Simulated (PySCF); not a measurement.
## Electronic structure of C₃H₁₀FGeN in real space

Input

```
{"job": {"kind": "uv", "xc": "PBE0", "basis": "def2-SVPD", "nstates": 8, "ntriplets": 3}, "charge": 0, "multiplicity": 1}
C      2.381758    -0.311160    -0.124047
N      1.053084    -0.873987     0.047105
Ge    -0.446630     0.002555    -0.497323
C     -1.981400    -1.178286    -0.136715
C     -0.733362     1.797224     0.394072
F     -0.899901     1.573167     1.747150
H      2.641951     0.433372     0.636417
H      2.428497     0.166768    -1.101884
H      3.125500    -1.109695    -0.093812
H      0.975993    -1.333399     0.945055
H     -0.201307     0.280432    -1.967535
H     -1.802040    -2.169187    -0.542905
H     -2.887152    -0.779819    -0.584333
H     -2.143278    -1.265721     0.934592
H      0.115831     2.475206     0.287479
H     -1.635141     2.301472     0.045273
```

Launched as:

```sh
OMP_NUM_THREADS=1 python probes_run.py task.json out
```

Geometry: GFN2-xTB.

Method: PBE0/def2-SVPD, SCF density, gas phase (PySCF 2.14.0).

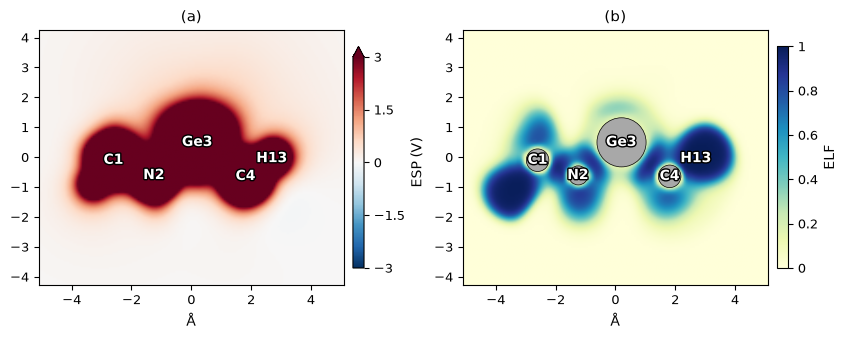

Figure 1. (a) electrostatic potential; (b) ELF on the plane of atoms N2, Ge3 and C4. Grey discs cover the atomic cores in the ELF map.

Q: What do the fields say about this system?

A: Atoms in the plane: C, N, Ge and H.
C–N (1.45 Å): the ELF peaks at about 0.95 between the atoms (a shared electron pair).
Ge–N (1.82 Å): the ELF peaks at about 0.90 in the valence shell of N, 0.6 Å from its nucleus, and is about 0.50 at the midpoint.
C–Ge (1.97 Å): the ELF peaks at about 0.95 in the valence shell of C, 0.7 Å from its nucleus, and is about 0.70 at the midpoint.
C–H (1.09 Å): the ELF climbs to about 1 towards the hydrogen, as it does in any bond to H; an ordinary covalent bond to hydrogen.
The potential has no marked negative region in this plane.

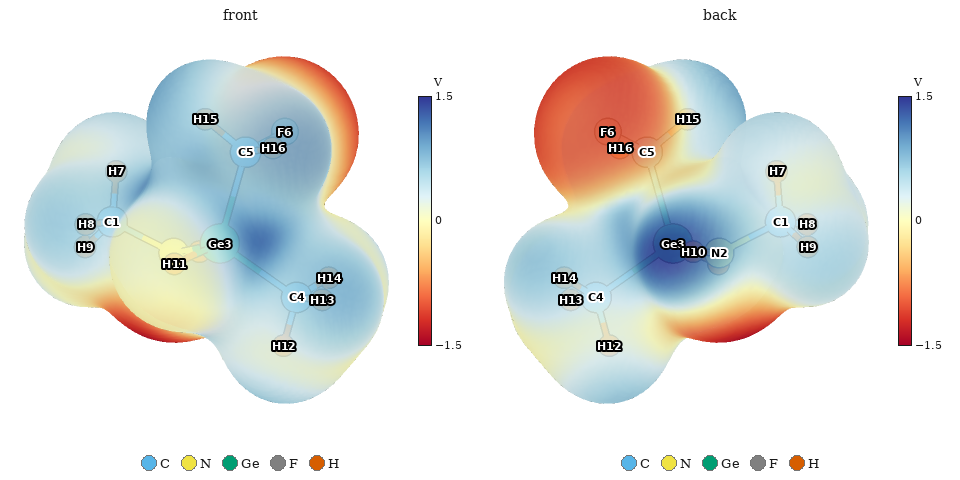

Figure 2. The molecular electrostatic potential painted on the density surface at 0.002 e/bohr³, seen from the front and from behind; the colour scale runs from red (negative) to blue (positive).

Q: Where is the surface potential most negative and most positive?

A: The most negative region (about −1.3 V) lies over N2, the most positive (about +1.4 V) over H10. N2 is the likeliest acceptor of a hydrogen bond.

Q: How polar is the molecule by this calculation?

A: Its dipole moment is 0.73 D.
